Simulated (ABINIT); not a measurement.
# AgCl (Chlorargyrite): bands and cutoff in G0W0 with ABINIT, part 2 of 2

Aim: raise bands and screening cutoff together for AgCl (Chlorargyrite) and follow gap and time.

ABINIT 10.8.3; PBE and many-body steps on it, plane waves. Known limits of the many-body steps: not at the basis limit; d shell near the gap, gap tends to lie low; no spin-orbit coupling; coarse k mesh.

So far. Step 3 (Screening, 4×4×4 mesh, 36 bands, screening to 76.2 eV): Local fields lower ε∞ by 6 %. On a Γ-centred mesh this coarse the value itself is usually too large, while a short band sum pulls it down. Step 4 (36 bands, 76.2 eV): The gap on the mesh goes from 0.91 eV to 2.17 eV, a correction of +1.27 eV.

The database entry behind the starting cell differs from later determinations by our own check (an axis about 1.4 % short against later determinations), so it need not match the best structure at ambient conditions.

### 6. 89 bands, 141.5 eV

This step: G0W0 on PBE, plane waves, norm-conserving pseudopotentials.

The input, run.abi:

```
acell 3*1.0 Angstrom
rprim 
  -0.000000000000 2.735000000000 2.735000000000
  2.735000000000 0.000000000000 2.735000000000
  2.735000000000 2.735000000000 -0.000000000000
ntypat 2
znucl 47 17
natom 2
typat 1 2
xred 
  0.000000000000 0.000000000000 0.000000000000
  0.500000000000 0.500000000000 0.500000000000
pp_dirpath "pseudos"
pseudos "Ag.upf, Cl.upf"
ecut 37
ngkpt 4 4 4
nshiftk 1
shiftk 0 0 0
kptopt 1
chksymbreak 0
istwfk *1
occopt 1
irdwfk 1
optdriver 4
nband 89
gwcalctyp 0
ecutsigx 37
symsigma 1
nkptgw 2
kptgw 
  0.5000000000 0.0000000000 0.0000000000
  0.0000000000 0.0000000000 0.0000000000
bdgw 
  12 15
  11 17
ecuteps 5.2
irdscr 1
ppmodel 1
indata_prefix "in"
outdata_prefix "out"
tmpdata_prefix "tmp"
```

Launch:

```bash
> OMP_NUM_THREADS=1 mpirun -n 4 abinit run.abi > log
```

What it wrote:

```text
.Version 10.8.3 of ABINIT. v10.8.2 released Aug 2026.

 Symmetries : space group Fm -3 m (#225); Bravais cF (face-center cubic)
[... echo of the input left out ...]
== DATASET  1 ==================================================================
-   mpi_nproc: 4, omp_nthreads: 1 (-1 if OMP is not activated)

--- !DatasetInfo
iteration_state: {dtset: 1, }
dimensions: {natom: 2, nkpt: 8, mband: 89, nsppol: 1, nspinor: 1, nspden: 1, mpw: 2996, }
cutoff_energies: {ecut:  37.0, pawecutdg:  -1.0, }
electrons: {nelect:   2.60000000E+01, charge:   0.00000000E+00, occopt:   1.00000000E+00, tsmear:   1.00000000E-02, }

 SIGMA: Calculation of the GW corrections

 Based on a program developped by R.W. Godby, V. Olevano, G. Onida, and L. Reining.
 Incorporated in ABINIT by V. Olevano, G.-M. Rignanese, and M. Torrent.
.Using double precision arithmetic ; gwpc =  8

[... cell and pseudopotentials left out ...]
--------------------------------------------------------------------------------

 ==== K-mesh for the wavefunctions ====
 Number of points in the irreducible wedge :     8
[... list of points left out ...]
 Together with 48 symmetry operations and time-reversal symmetry
 yields    64 points in the full Brillouin Zone.

 ==== Q-mesh for screening function ====
 Number of points in the irreducible wedge :     8
[... list of points left out ...]
 Together with 48 symmetry operations and time-reversal symmetry
 yields    64 points in the full Brillouin Zone.

 vcoul_init : cutoff-mode = AUXILIARY_FUNCTION
 q-points for optical limit:   1
     1)      0.000010    0.000020    0.000030
 setmesh: FFT mesh size selected  =    45x   45x   45
          total number of points  =        91125

 Number of electrons calculated from density =   26.0000; Expected =   26.0000
[...]
number of omega for Sigma on real axis              0
 max omega for Sigma on real axis  [eV]           0.00
 zcut for avoiding poles [eV]                     0.10

 EPSILON^-1 parameters (SCR file):
 dimension of the eps^-1 matrix on file            169
 dimension of the eps^-1 matrix used               169
 number of plane-waves for wavefunctions          2975
 number of bands                                    89
 number of q-points in IBZ                           8
 number of frequencies                               2
 number of real frequencies                          1
 number of imag frequencies                          1

 matrix elements of self-energy operator (all in [eV])

 Perturbative Calculation

--- !SelfEnergy_ee
iteration_state: {dtset: 1, }
kpoint     : [   0.500,    0.000,    0.000, ]
spin       : 1
KS_gap     :    4.123
QP_gap     :    5.144
Delta_QP_KS:    1.022
data: !SigmaeeData |
     Band     E0 <VxcDFT>   SigX SigC(E0)      Z dSigC/dE  Sig(E)    E-E0       E
       12   5.246 -21.650 -26.538   3.928   0.801  -0.249 -22.419  -0.769   4.477
       13   5.246 -21.650 -26.538   3.928   0.801  -0.249 -22.419  -0.769   4.477
       14   9.369  -9.294  -5.032  -3.961   0.838  -0.193  -9.042   0.252   9.621
[...]
--- !SelfEnergy_ee
iteration_state: {dtset: 1, }
kpoint     : [   0.000,    0.000,    0.000, ]
spin       : 1
KS_gap     :    3.396
QP_gap     :    4.795
Delta_QP_KS:    1.399
data: !SigmaeeData |
     Band     E0 <VxcDFT>   SigX SigC(E0)      Z dSigC/dE  Sig(E)    E-E0       E
[...]
16  15.918 -12.617  -7.185  -4.415   0.824  -0.214 -11.779   0.838  16.755
       17  15.918 -12.617  -7.185  -4.415   0.824  -0.214 -11.779   0.838  16.755

== END DATASET(S) ==============================================================
================================================================================

 -outvars: echo values of variables after computation  --------
           etotal      0.0000000000E+00
            nband          89
             nkpt           8
          spgroup         225
 [... the other variables as echoed above ...]

 Calculation completed.
```

Elapsed: 6.3 s, on 4 MPI ranks of Intel Xeon Platinum 8488C (Sapphire Rapids), shared host; peak memory 0.77 GiB; 24 s of CPU time.

This step gave:

```yaml
g0w0_gap_on_the_points_computed: 2.058 eV
starting_gap_on_the_mesh: 0.9065 eV
k_of_the_valence_top: 0.5, 0, 0
k_of_the_conduction_bottom: 0, 0, 0
z_at_the_valence_top: 0.801
z_at_the_conduction_bottom: 0.831
least_direct_g0w0_gap_on_the_computed_points: 4.795 eV
```

Against G0W0 in ABINIT (4×4×4 mesh, 36 bands, screening to 76.2 eV, Godby-Needs plasmon pole), the gap moves by −0.117 eV.

### 7. Screening, 4×4×4 mesh, 201 bands, screening to 217.7 eV

This step: RPA screening on PBE, plane waves, norm-conserving pseudopotentials.

run.abi, as its differences from that of step 6:

```diff
@@ -23,17 +23,8 @@
 irdwfk 1
-optdriver 4
-nband 89
-gwcalctyp 0
-ecutsigx 37
-symsigma 1
-nkptgw 2
-kptgw 
-  0.5000000000 0.0000000000 0.0000000000
-  0.0000000000 0.0000000000 0.0000000000
-bdgw 
-  12 15
-  11 17
-ecuteps 5.2
-irdscr 1
-ppmodel 1
+optdriver 3
+nband 201
+ecuteps 8
+inclvkb 2
+awtr 1
+symchi 1
 indata_prefix "in"
```

What it wrote:

```text
.Version 10.8.3 of ABINIT. v10.8.2 released Aug 2026.

 Symmetries : space group Fm -3 m (#225); Bravais cF (face-center cubic)
[... echo of the input left out ...]
== DATASET  1 ==================================================================
-   mpi_nproc: 4, omp_nthreads: 1 (-1 if OMP is not activated)

--- !DatasetInfo
iteration_state: {dtset: 1, }
dimensions: {natom: 2, nkpt: 8, mband: 201, nsppol: 1, nspinor: 1, nspden: 1, mpw: 2996, }
cutoff_energies: {ecut:  37.0, pawecutdg:  -1.0, }
[...]
--------------------------------------------------------------------------------
[... chi0 elements left out ...]
 For q-point:  0.000010 0.000020 0.000030
  dielectric constant =   5.4428
  dielectric constant without local fields =   5.9207

  Average fulfillment of the sum rule on Im[epsilon] for q-point    1 :     82.64  [%]
[... wings left out ...]
  q-point number  2        q = ( 0.250000, 0.000000, 0.000000) [r.l.u.]
--------------------------------------------------------------------------------
[... chi0 elements left out ...]
  Average fulfillment of the sum rule on Im[epsilon] for q-point    2 :     89.86  [%]

 [... 6 further q-points ...]
```

Run time: 59 s. Hardware: 4 MPI ranks; peak memory 1.3 GiB; 3.9 min of CPU time.

Numbers from this step:

| Property | Result |
| --- | --- |
| ε∞ with local fields, on this mesh, along the program's q direction | 5.443 |
| the same without local fields | 5.921 |
| plasma frequency | 29.60 eV |
| plane waves in the screening matrix | 307 |

### 8. 201 bands, 217.7 eV

This step: G0W0 on PBE, plane waves, norm-conserving pseudopotentials.

run.abi, as its differences from that of step 7:

```diff
@@ -23,8 +23,17 @@
 irdwfk 1
-optdriver 3
+optdriver 4
 nband 201
+gwcalctyp 0
+ecutsigx 37
+symsigma 1
+nkptgw 2
+kptgw 
+  0.5000000000 0.0000000000 0.0000000000
+  0.0000000000 0.0000000000 0.0000000000
+bdgw 
+  12 15
+  11 17
 ecuteps 8
-inclvkb 2
-awtr 1
-symchi 1
+irdscr 1
+ppmodel 1
 indata_prefix "in"
```

What it wrote:

```text
.Version 10.8.3 of ABINIT. v10.8.2 released Aug 2026.

 Symmetries : space group Fm -3 m (#225); Bravais cF (face-center cubic)
[... echo of the input left out ...]
== DATASET  1 ==================================================================
-   mpi_nproc: 4, omp_nthreads: 1 (-1 if OMP is not activated)

--- !DatasetInfo
iteration_state: {dtset: 1, }
dimensions: {natom: 2, nkpt: 8, mband: 201, nsppol: 1, nspinor: 1, nspden: 1, mpw: 2996, }
cutoff_energies: {ecut:  37.0, pawecutdg:  -1.0, }
[...]
Band     E0 <VxcDFT>   SigX SigC(E0)      Z dSigC/dE  Sig(E)    E-E0       E
[...]
16  15.918 -12.617  -7.185  -4.657   0.822  -0.217 -11.980   0.637  16.555
       17  15.918 -12.617  -7.185  -4.657   0.822  -0.217 -11.980   0.637  16.555

== END DATASET(S) ==============================================================
================================================================================

 -outvars: echo values of variables after computation  --------
           etotal      0.0000000000E+00
            nband         201
             nkpt           8
          spgroup         225
 [... the other variables as echoed above ...]

 Calculation completed.
```

Elapsed: 24 s, on 4 MPI ranks; peak memory 1.3 GiB.

Numbers from this step:

```yaml
g0w0_gap_on_the_points_computed: 2.161 eV
starting_gap_on_the_mesh: 0.9065 eV
k_of_the_valence_top: 0.5, 0, 0
k_of_the_conduction_bottom: 0, 0, 0
least_direct_g0w0_gap_on_the_computed_points: 4.927 eV
```

Against G0W0 in ABINIT (4×4×4 mesh, 89 bands, screening to 141.5 eV, Godby-Needs plasmon pole), the gap moves by +0.103 eV.

### 9. The runs together

Times are wall times on 4 MPI ranks of Intel Xeon Platinum 8488C (Sapphire Rapids), shared host, good to a factor of about two. A run's time includes the screening step that it read.

```tsv
run	mesh	bands	screening cutoff (eV)	DFT gap (eV)	gap on the mesh (eV)	direct (eV)	ε∞ used	time
36 bands, 76.2 eV	4×4×4	36	76.2	0.907	2.175	4.806	5.45	8.1 s
89 bands, 141.5 eV	4×4×4	89	141.5	0.907	2.058	4.795	5.45	25 s
201 bands, 217.7 eV	4×4×4	201	217.7	0.907	2.161	4.927	5.44	83 s
```

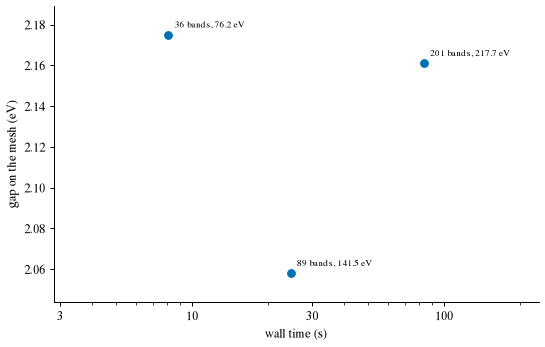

Result against wall time.

### 10. Results

| Item | Value |
| --- | --- |
| 36 bands, 76.2 eV | 2.175 eV |
| 89 bands, 141.5 eV | 2.058 eV |
| 201 bands, 217.7 eV | 2.161 eV |
| known limits | not at the basis limit; d shell near the gap, gap tends to lie low; no spin-orbit coupling; coarse k mesh |

In words: From the first rung to the last the gap moves by −0.01 eV for 10 times the time. The gap turns back along the series, so no limit is drawn from it. In the G0W0 runs levels were corrected at 2 k points alone, so a gap called «on the mesh» is the least over those, and an edge elsewhere would be missed. The 4×4×4 mesh is coarse for this cell, which bears on the long-range parts of exchange and screening. A d shell, filled or nearly so, lies near the gap. One-shot GW converges very slowly in bands there, not always from below, and on a semilocal start the gap tends to come out low; starts rich in exact exchange can overshoot instead. The many-body steps are scalar-relativistic: spin-orbit coupling is not in them.

[Paths, hosts, dates, memory and timing lines, banners, echoed tables and standing remarks are left out of the program output.]

[Logs are printed without paths, hosts, clocks, repeated set-up lines and the standing remarks that a program may print on its own settings, such as how far it seeks lower states.]

[Runs of the session that timed out or met a known fault of the program may be left out.]

[Hosts, paths, dates, database ids (printed as entryN), source tags and the programs' standing remarks are cut or masked in the printed files.]

[G0W0 gaps are taken among the corrected bands and points alone; a level outside them can change the order at an edge.]

[Where Ansatz stands beside ABINIT at settings called matched, ABINIT's density can come from a denser mesh and the files from another edition; pairs whose starting gaps differed by over 0.03 eV were left out, so agreement reads better than it is.]
